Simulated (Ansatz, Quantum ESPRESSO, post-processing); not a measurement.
# 1T-MnF2, 1 layer in an electric field, part 5 of 6

Aim: how 1T-MnF2, 1 layer screens a field along its normal, and what the field does to its bands.

Quantum ESPRESSO 7.5; plane-wave DFT, RPBE, GBRV ultrasoft pseudopotentials made under PBE; geometry and cross-check by Ansatz 0.2.0 with PAW datasets.

So far. Step 11 (Ground state: field 0.4 V/Å): The dipole goes from -0.0000 to 0.0499 e Å, 0.1247 e Å per V/Å. Step 12 (Potential by pp.x): The slope in the vacuum is 0.400 eV/Å for an applied 0.40 V/Å, as it should be.

## (13) Bands along a path: field 0.4 V/Å

f3.bands.in reads:

```
&control
  prefix = 'f3.bands'
  outdir = './out'
  pseudo_dir = './pseudo'
  calculation = 'bands'
  tefield = .true.
  dipfield = .true.
/
&system
  ibrav = 0
  nat = 3
  ntyp = 2
  ecutwfc = 40
  ecutrho = 200
  input_dft = 'rpbe'
  occupations = 'smearing'
  smearing = 'fd'
  degauss = 0.004
  edir = 3
  emaxpos = 0.97
  eopreg = 0.04
  eamp = 0.00777876
  nbnd = 20
  nspin = 2
  starting_magnetization(2) = 0.67
/
&electrons
  conv_thr = 1e-07
  mixing_beta = 0.4
  electron_maxstep = 120
  mixing_mode = 'local-TF'
/
ATOMIC_SPECIES
  F   18.9984  f_pbe_v1.4.uspp.F.UPF
  Mn  54.9380  mn_pbe_v1.5.uspp.F.UPF
CELL_PARAMETERS angstrom
  3.33998657526777 0.00000000000000 0.00000000000000
  -1.66999328763389 2.89251322248088 0.00000000000000
  0.00000000000000 0.00000000000000 19.27496372880000
ATOMIC_POSITIONS crystal
  F   0.666666666667 0.333333333333 0.450099526108
  Mn  -0.000000000000 0.000000000000 0.499999997183
  F   0.333333333333 0.666666666667 0.549900476709
K_POINTS crystal_b
4
  0.0000000000 0.0000000000 0.0000000000 14
  0.5000000000 0.0000000000 0.0000000000 14
  0.3333333333 0.3333333333 0.0000000000 14
  0.0000000000 0.0000000000 0.0000000000 1
```

On the command line:

```console
> cp -r out/f3.save out/f3.bands.save
> cp out/f3.xml out/f3.bands.xml
> OMP_NUM_THREADS=1 mpirun -n 4 pw.x -nk 4 -in f3.bands.in > f3.bands.out
```

Numbers of over 12 decimals in the logs are rounded to 6 here.

What it wrote:

```text
[banner, memory and clock lines left out]
Program PWSCF v.7.5 starts
[citation notice left out]

[...]
bravais-lattice index     =            0
     lattice parameter (alat)  =       6.3117  a.u.
     unit-cell volume          =    1256.6382 (a.u.)^3
     number of atoms/cell      =            3
     number of atomic types    =            2
     number of electrons       =        29.00
     number of Kohn-Sham states=           20
     kinetic-energy cutoff     =      40.0000  Ry
     charge density cutoff     =     200.0000  Ry
     Exchange-correlation= RPBE
                           (   1   4  44   4   0   0   0)

[...]
PseudoPot. # 1 for F  read from file:
     ./pseudo/f_pbe_v1.4.uspp.F.UPF
     Pseudo is Ultrasoft, Zval =  7.0
     Generated by new atomic code, or converted to UPF format
     Using radial grid of  799 points,  4 beta functions with:
                l(1) =   0
                l(2) =   0
                l(3) =   1
                l(4) =   1
     Q(r) pseudized with  8 coefficients,  rinner =    0.950   0.950   0.950

     PseudoPot. # 2 for Mn read from file:
     ./pseudo/mn_pbe_v1.5.uspp.F.UPF
     Pseudo is Ultrasoft + core correction, Zval = 15.0
     Generated by new atomic code, or converted to UPF format
     Using radial grid of  859 points,  6 beta functions with:
                l(1) =   0
                l(2) =   0
                l(3) =   1
                l(4) =   1
                l(5) =   2
                l(6) =   2
     Q(r) pseudized with  8 coefficients,  rinner =    0.950   0.950   0.950
                                                       0.950   0.950

     atomic species   valence    mass     pseudopotential
     F                 7.00    18.99840     F ( 1.00)
     Mn               15.00    54.93800     Mn( 1.00)

     Starting magnetic structure
     atomic species   magnetization
     F               0.000
     Mn              0.670

     No symmetry found

[...]
number of k points=    43  Fermi-Dirac smearing, width (Ry)=  0.0040
[...]
Dense  grid:    60061 G-vectors     FFT dimensions: (  30,  30, 180)

     Smooth grid:    43053 G-vectors     FFT dimensions: (  25,  25, 150)

     Check: negative core charge=   -0.000014
     Generating pointlists ...
     new r_m :   0.2661 (alat units)  1.6798 (a.u.) for type    1
     new r_m :   0.2661 (alat units)  1.6798 (a.u.) for type    2

     The potential is recalculated from file :
     ./out/f3.bands.save/charge-density

     negative rho (up, down):  3.694E-04 1.214E-03

     Adding external electric field

     Computed dipole along edir(3) :
        Dipole                0.0942 Ry au,          0.2395 Debye
        Dipole field          0.0009 Ry au,

        E field amplitude [Ha a.u.]:  7.7788E-03
        Potential amp.        0.4781 Ry
        Total length         34.9674 bohr

     Adding external electric field

     Computed dipole along edir(3) :
        Dipole                0.0942 Ry au,          0.2395 Debye
        Dipole field          0.0009 Ry au,

        E field amplitude [Ha a.u.]:  7.7788E-03
        Potential amp.        0.4781 Ry
        Total length         34.9674 bohr

     Starting wfcs are   21 randomized atomic wfcs

     Band Structure Calculation
     Davidson diagonalization with overlap

     ethr =  3.45E-10,  avg # of iterations = 38.7

     End of band structure calculation

 ------ SPIN UP ------------

          k = 0.0000 0.0000 0.0000 (  5413 PWs)   bands (ev):

   -83.9694 -52.7861 -52.6787 -52.6787 -26.7714 -26.1251  -9.0409  -9.0409
    -8.9886  -7.3901  -7.3901  -7.1477  -4.8768  -4.8768  -4.3393  -2.9984
    -2.9984  -0.6104   0.0125   1.2398

          k = 0.0357 0.0206 0.0000 (  5389 PWs)   bands (ev):

   -83.9694 -52.7861 -52.6790 -52.6788 -26.7679 -26.1261  -9.0439  -9.0356
    -8.9841  -7.4162  -7.4006  -7.1410  -4.8705  -4.8685  -4.3412  -3.0153
    -3.0028  -0.5728   0.0362   1.2647

[...]
```

The job ended after 18 s (4 MPI ranks of Arm Neoverse V2, shared host; peak memory 0.32 GiB).

Band numbers count within the set of bands kept for display. Electronic bands along the path, in eV, zero at the Fermi level, which the smearing puts inside the gap; # counts the bands kept:

```
point  up #10  up #11  up #12  up #13  down #7  down #8  down #9  down #10
    Γ   -1.32   -1.32    1.07    1.69     1.38     1.41     1.41      1.70
    M   -2.05   -1.49    5.67    6.06     1.25     1.54     1.86      2.20
    K   -1.91   -1.91    6.32    7.50     1.39     1.66     1.66      2.35
    Γ   -1.32   -1.32    1.07    1.69     1.38     1.41     1.41      1.70
```

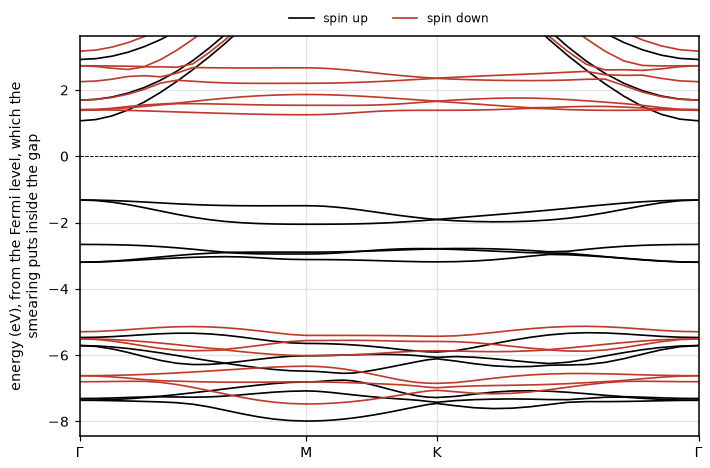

Electronic bands along the path; the two colours are the two spins.

Upper empty bands that drop with the field can be states of the vacuum, held by the sawtooth; they depend on the cell's width.

## (14) Valence density

plot_num = 0 writes the valence density.

f0.rho.in reads:

```
&inputpp
  prefix = 'f0'
  outdir = './out'
  filplot = 'f0.rho.dat'
  plot_num = 0
/
```

On the command line:

```console
> OMP_NUM_THREADS=1 mpirun -n 4 pp.x -in f0.rho.in > f0.rho.out
```

What it wrote:

```text
[banner, memory and clock lines left out]
Program POST-PROC v.7.5 starts

          URL

     ./out/f0.save/

     IMPORTANT: XC functional enforced from input :
     Exchange-correlation= RPBE
                           (   1   4  44   4   0   0   0)
     Any further DFT definition will be discarded
     Please, verify this is what you really want

     Check: negative core charge=   -0.000014

     negative rho (up, down):  3.713E-04 1.214E-03

     Adding external electric field

     Computed dipole along edir(3) :
        Dipole               -0.0000 Ry au,         -0.0000 Debye
        Dipole field         -0.0000 Ry au,

        Potential amp.        0.0000 Ry
        Total length         34.9674 bohr

     Adding external electric field

     Computed dipole along edir(3) :
        Dipole               -0.0000 Ry au,         -0.0000 Debye
        Dipole field         -0.0000 Ry au,

        Potential amp.        0.0000 Ry
        Total length         34.9674 bohr

     Calling punch_plot, plot_num =   0
     Writing data to file  f0.rho.dat
     Message from routine chdens:
     namelist plot not found or invalid, exiting

Note: The following floating-point exceptions are signalling: IEEE_UNDERFLOW_FLAG
Note: The following floating-point exceptions are signalling: IEEE_UNDERFLOW_FLAG
Note: The following floating-point exceptions are signalling: IEEE_UNDERFLOW_FLAG
Note: The following floating-point exceptions are signalling: IEEE_UNDERFLOW_FLAG
```

It took 0.85 s on 4 MPI ranks; peak memory 0.11 GiB.

This step gave:

* electrons by integration: 29.00 e

The valence density, planar mean oscillates, so the rows of the table below give means over windows of 1 Å about each position, cut where the curve ends. Its maxima inside the range that stand out by 2 % of the span (Å: e/Å³): 8.7: 0.985, 9.6: 1.72, 10.6: 0.985. Its minima: 9.1: 0.782, 10.2: 0.782.

Mean over planes. Table of valence density, planar mean by z; means over each step:

```
z (Å)  valence density, planar mean (e/Å³)
    6                               1.3e-4
    7                              0.00464
    8                                0.245
    9                                 1.02
   10                                 1.23
   11                                0.492
   12                               0.0137
   13                               3.4e-4
   14                               1.1e-5
```

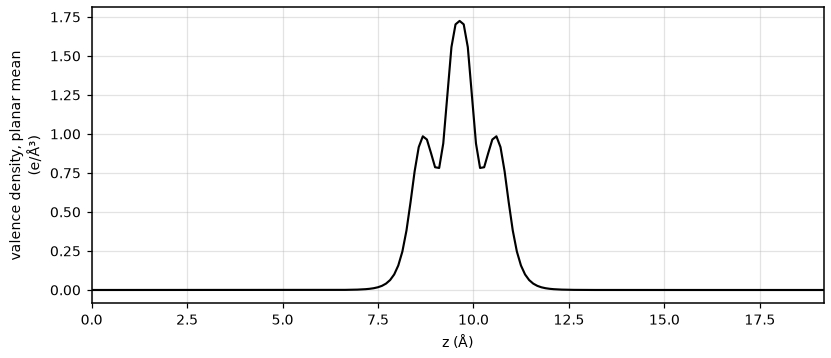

Valence density, planar mean against z.

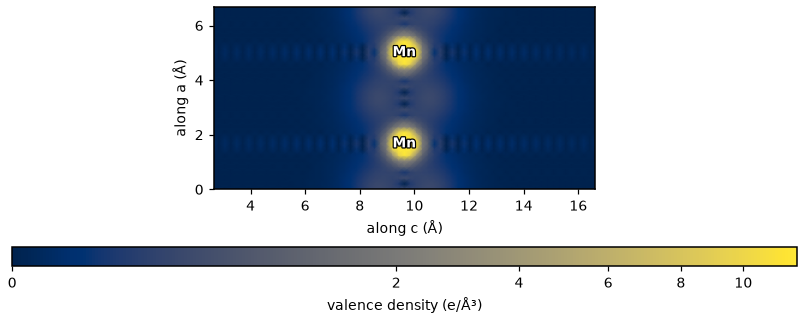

Valence density in the ca plane at fractional y = 0.000, with atoms of Mn within 0.2 Å of it. It is the smooth field of the valence electrons, not physical close to the nuclei. The map starts off the cell's origin, so that atoms lie inside it. The colour scale is stretched toward low values. The far vacuum is left out of the map.

The density integrates to 29.000 electrons, as the 29 of the input ask.

## (15) Valence density

f2.rho.in reads:

```
&inputpp
  prefix = 'f2'
  outdir = './out'
  filplot = 'f2.rho.dat'
  plot_num = 0
/
```

On the command line:

```console
> OMP_NUM_THREADS=1 mpirun -n 4 pp.x -in f2.rho.in > f2.rho.out
```

Run time: 0.85 s. Hardware: 4 MPI ranks; peak memory 0.11 GiB; 3.1 s of CPU time.

## (16) Charge moved by a field of 0.2 V/Å

This step gave:

| Quantity | Value |
| --- | --- |
| largest charge moved across a plane | 8.27e-4 e/Å² |
| dipole step | -0.4669 eV |

The planar mean oscillates, so the rows of the table below give means over windows of 2 Å about each position, cut where the curve ends. Its maxima inside the range that stand out by 2 % of the span (Å: e/Å³): 8.0: 6.2e-4, 8.8: 4.8e-4, 9.9: 1.4e-4, 10.7: -2.4e-4. Its minima: 8.6: 2.4e-4, 9.4: -1.4e-4, 10.5: -4.8e-4, 11.1: -6.2e-4.

Planar mean against z; means over each step:

```
z (Å)  planar mean (e/Å³)
    2              1.4e-9
    4              1.5e-7
    6              2.3e-5
    8              3.8e-4
   10             -1.4e-4
   12             -2.6e-4
   14             -3.3e-6
   16             -1.6e-8
```

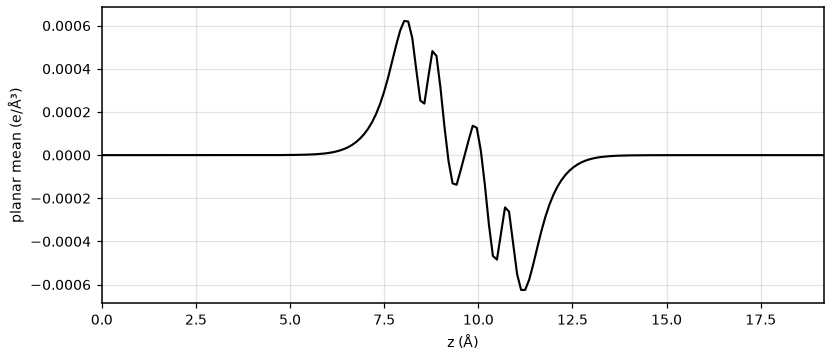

Planar mean against z.

Table of running integral, electrons below z by z:

```
z (Å)  running integral, electrons below z (e/Å²)
    4                                      3.1e-8
    5                                      3.4e-7
    6                                      4.3e-6
    7                                      5.1e-5
    8                                      4.0e-4
    9                                      8.1e-4
   10                                      8.2e-4
   11                                      5.0e-4
   12                                      7.0e-5
   13                                      5.6e-6
   14                                      3.8e-7
   15                                      2.7e-8
```

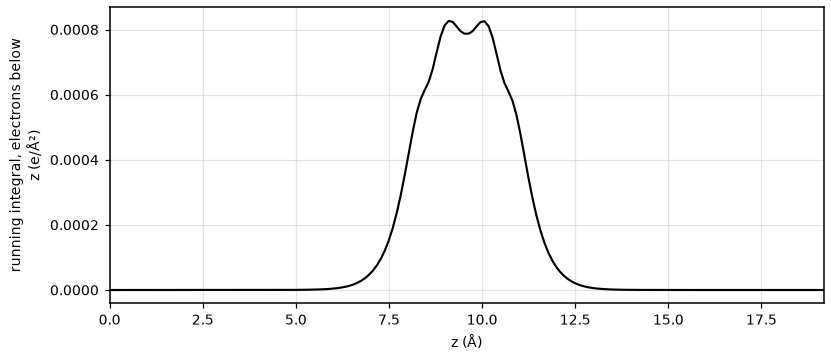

Running integral, electrons below z, plotted against z.

## (17) Polarisability from the dipole between 0 and 0.1 V/A

This step gave:

```
change of slope in the vacuum : 0.10000 eV/Å
polarisability a cell         : 1.796 Å³
sheet polarisability 4πα/A    : 2.336 Å
```

Table of change of the potential energy, second field less first by z:

```
z (Å)  change of the potential energy, second field less first (eV)
    0                                                        -0.423
    1                                                        -0.747
    2                                                        -0.647
    3                                                        -0.547
    4                                                        -0.447
    5                                                        -0.347
    6                                                        -0.247
    7                                                        -0.148
    8                                                       -0.0628
    9                                                       -0.0171
   10                                                       0.00998
   11                                                        0.0466
   12                                                         0.123
   13                                                         0.220
   14                                                         0.320
   15                                                         0.420
   16                                                         0.520
   17                                                         0.620
   18                                                         0.720
   19                                                         0.153
```

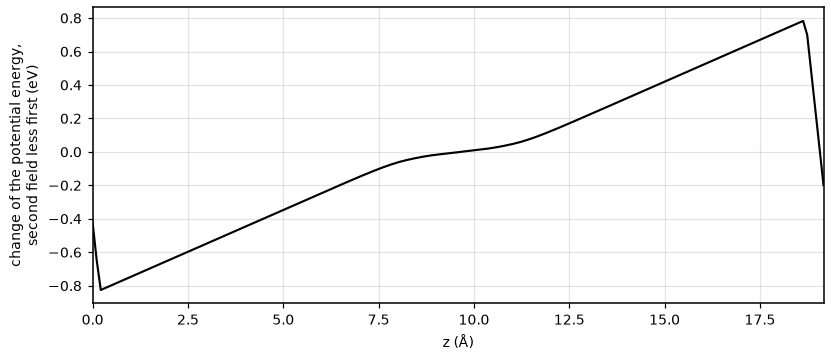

Change of the potential energy, second field less first against z.

## (18) Dipole against field

Dipole along the normal, dipole moment against applied field:

```
applied field (V/Å)  dipole along the normal, dipole moment (e·Å)
              0.000                                             0
              0.100                                        0.0125
              0.200                                        0.0249
              0.400                                        0.0499
```

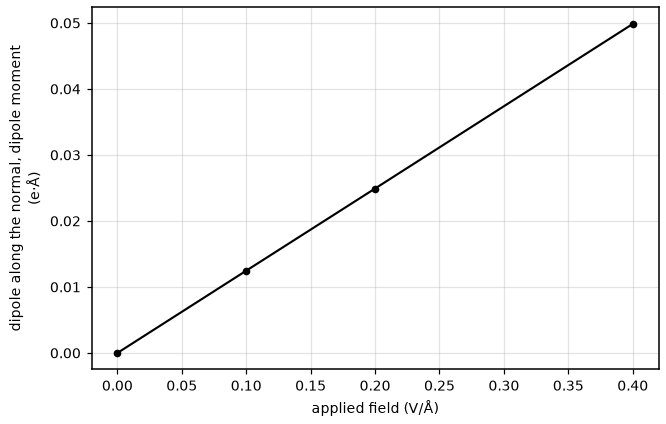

Dipole along the normal, dipole moment against applied field.

## (19) Cross-check with Ansatz: field 0.1 V/Å

As a check, the same structure is run in Ansatz.

Level of this step: plane-wave DFT, PBE, Ansatz PAW (Ansatz 0.2.0).

input.yaml reads:

```yaml
crystal:
  lattice:
    - [3.3399865753, 0.0, 0.0]
    - [-1.6699932876, 2.8925132225, 0.0]
    - [0.0, 0.0, 19.2749637288]
  atoms:
    - { symbol: F, position: [0.6666666667, 0.3333333333, 0.4500995261] }
    - { symbol: Mn, position: [0.0, 0.0, 0.4999999972], spin: 4.0 }
    - { symbol: F, position: [0.3333333333, 0.6666666667, 0.5499004767] }
magnetization:
  spin_polarized: true
kpoints:
  mp_grid: { grid: [12, 12, 1] }
hamiltonian:
  xc: pbe
scf:
  occupations: { method: fermi_dirac, width: 0.054 }
  convergence: { dr2_threshold: 1.0e-09 }
efield:
  axis: 3
  dipole_correction: true
  ramp_position: 0.97
  ramp_width: 0.04
  amplitude: 0.1
output:
  write_potential: true
  write_density: true
  volumetric_format: npy
```

On the command line:

```console
> ansatz run input.yaml --threads 4 --pin off --max-ram 8192MiB --backend cpu --events-out ev --progress --plain --runs-dir out
```

What it wrote:

```text
[...]
Crystal: 3 atoms, lattice volume = 186.215 Å³
Basis set: ecut = 420 eV, 3689 PW (Γ)
Bands: 21, of which v1, the nominal top of the filled ones, is band 15 counted from 1 (14 counted from 0)
Symmetry: 6 space group operations
k-points: 19 of 144 (time reversal used)
[...]
Starting moments: Σ|m| = 4 μB on 1 of 3 sites
[...]
SCF iter   1: F=—  HF=-5517.674452 eV  |F-HF|=—  |Δ(HF+E_count)|=         —  Δρ=4.53e-2 (↑4.53e-2 ↓3.36e-2)  dr2=4.10e0  dr2_m=1.63e0  M=5.000 μB ∫|m|=5.000 μB  β_m=1.00  ethr=3.10e-3  p=0.018 e·Å  D=1.75e-2 V/Å  ΔV_dip=-0.34 eV  dr2_dipole=8.60e-5  V_vac-E_F(+/−)=6.36/5.02 eV  ⟨swp⟩=6.4  Hψ=4028  notcnv=0
[...]
SCF iter  13: F=-5516.763770 eV  HF=-5516.763770 eV  |F-HF|=4.22e-10  |Δ(HF+E_count)|=  2.06e-10  Δρ=1.41e-7 (↑1.41e-7 ↓1.21e-7)  dr2=3.71e-11  dr2_m=4.58e-12  M=5.000 μB ∫|m|=5.001 μB  ethr=1.00e-12  p=0.013 e·Å  D=1.22e-2 V/Å  ΔV_dip=-0.24 eV  dr2_dipole=9.52e-15  V_vac-E_F(+/−)=5.28/3.83 eV  ⟨swp⟩=4.9  Hψ=3385  notcnv=0
SCF 1 converged in 13 iterations: F = -5516.763770 eV  dr2 = 3.71e-11
[...]
this state was not tested for a lower state beside it, because the mixer in use, unlike msr1, does not test its closes by its own steps (another_mixer; see scf.mixing.algorithm and scf.lower_state_search)
SCF converged after 13 iterations
Magnetization: 5.0000 μB (17.0000 up, 12.0000 down)
Absolute magnetization: 5.0006 μB (∫|ρ↑−ρ↓|, with the PAW one-centre terms)
[...]
Per-site moments (μB) at R_I (Å): [(0.102619, 0.888899), (4.224821, 0.888899), (0.103583, 0.888899)]
Free energy (F): -5516.763770 eV
[...]
Internal energy: -5516.763770 eV  (E = F + TS)
E sigma→0 (E₀):  -5516.763770 eV
Fermi energy:    -1.935413 eV
Dipole field:    D = 0.012213 V/Å  (p = 0.012568 e·Å, saw-weighted, corrected)
Work function:   not extracted (applied field tilts the vacuum); planar V_es + V_field profile in the machine report
[...]
--- Band table (eV; the first three rows and the last of 38) ---
  k-point 0 ↑: bands = [... 11 lower, -7.3203, -4.9811, -4.9811, -4.4543, -3.1111, -3.1111, -0.7918, 1.4456, ... 2 higher]
  k-point 1 ↑: bands = [... 11 lower, -7.2844, -4.9502, -4.9376, -4.4643, -3.2006, -3.1343, -0.5821, 1.5933, ... 2 higher]
  k-point 2 ↑: bands = [... 11 lower, -7.2120, -4.8895, -4.8362, -4.5068, -3.4145, -3.1910, 0.0039, 2.0038, ... 2 higher]
  k-point 18 ↓: bands = [... 11 lower, -7.3473, -0.5476, -0.2802, -0.2785, 0.4474, 0.4492, 6.0055, 6.5181, ... 2 higher]
```

The job ended after 4.8 s (4 threads; peak memory 0.53 GiB; 16 s of CPU time).

This step gave:

| Quantity | Value |
| --- | --- |
| free energy | -5516.7638 eV |
| Fermi energy | -1.935 eV |
| gap by band count | 2.319 eV |
| magnetization | 5.000 μB |
| absolute magnetization | 5.001 μB |
| site moments | 0.1026, 4.225, 0.1036 μB |
| dipole along the normal | 0.01257 e·Å |

Site moment by atom:

```
atom  site moment (μB)
  F1              0.10
 Mn2              4.22
  F3              0.10
```

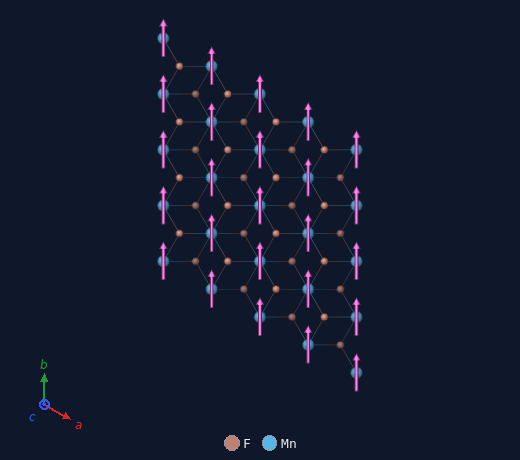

Site moment as arrows, the longest 4.22 μB. Up and down stand for the sign. Arrows give size and sign along the axis of quantisation, drawn up and down the page. 4×4×1 cells are drawn. Some periodic images of atoms are drawn too.

At 0.1 V/Å Ansatz's dipole is 0.0126 e Å against 0.0125 from pw.x, under another functional.

## (20) The same in Ansatz: field -0.1 V/Å

input.yaml, as its differences from the input of step 19:

```diff
@@ -23,3 +23,3 @@
   ramp_width: 0.04
-  amplitude: 0.1
+  amplitude: -0.1
 output:
```

What it wrote:

```text
[...]
Crystal: 3 atoms, lattice volume = 186.215 Å³
Basis set: ecut = 420 eV, 3689 PW (Γ)
Bands: 21, of which v1, the nominal top of the filled ones, is band 15 counted from 1 (14 counted from 0)
Symmetry: 6 space group operations
k-points: 19 of 144 (time reversal used)
[...]
Starting moments: Σ|m| = 4 μB on 1 of 3 sites
[...]
k-point 1 ↑: bands = [... 11 lower, -7.3182, -4.9841, -4.9715, -4.4981, -3.2344, -3.1682, -0.6160, 1.5597, ... 2 higher]
  k-point 2 ↑: bands = [... 11 lower, -7.2458, -4.9233, -4.8700, -4.5406, -3.4483, -3.2248, -0.0300, 1.9703, ... 2 higher]
  k-point 18 ↓: bands = [... 11 lower, -7.3812, -0.5814, -0.3140, -0.3123, 0.4135, 0.4153, 5.9717, 6.4842, ... 2 higher]
[key lines of the parts left out:]
SCF converged after 13 iterations
Magnetization: 5.0000 μB (17.0000 up, 12.0000 down)
Free energy (F): -5516.763770 eV
Fermi energy:    -1.969255 eV
Dipole field:    D = -0.012212 V/Å  (p = -0.012567 e·Å, saw-weighted, corrected)
```

It took 4.3 s on 4 threads; peak memory 0.53 GiB; 16 s of CPU time.

Read from the output:

| Property | Result |
| --- | --- |
| Fermi energy | -1.969 eV |
| site moments | 0.1036, 4.225, 0.1026 μB |
| dipole along the normal | -0.01257 e·Å |

## (21) Dipole against field, Ansatz

The dipole along the normal, dipole moment by applied field:

```
applied field (V/Å)  dipole along the normal, dipole moment (e·Å)
            -0.1000                                       -0.0126
             0.0000                                        7.4e-7
             0.1000                                        0.0126
```

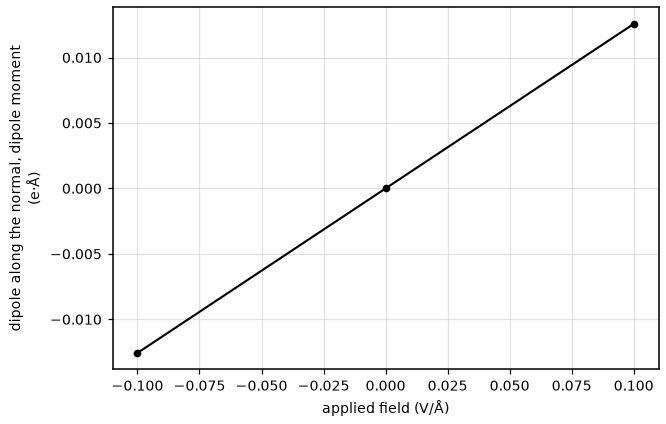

Dipole along the normal, dipole moment, plotted against applied field.

(Continued in part 6 of 6.)

[Logs are printed without paths, hosts, clocks, repeated set-up lines and the standing remarks that a program may print on its own settings, such as how far it seeks lower states.]

[Hosts, paths, dates, database ids (printed as entryN), source tags and the programs' standing remarks are cut or masked in the printed files.]

[Maps of the electrostatic potential energy from Ansatz leave out the sawtooth potential of an applied field or a dipole correction, so their vacuum need not be flat; planar profiles and work functions include it.]
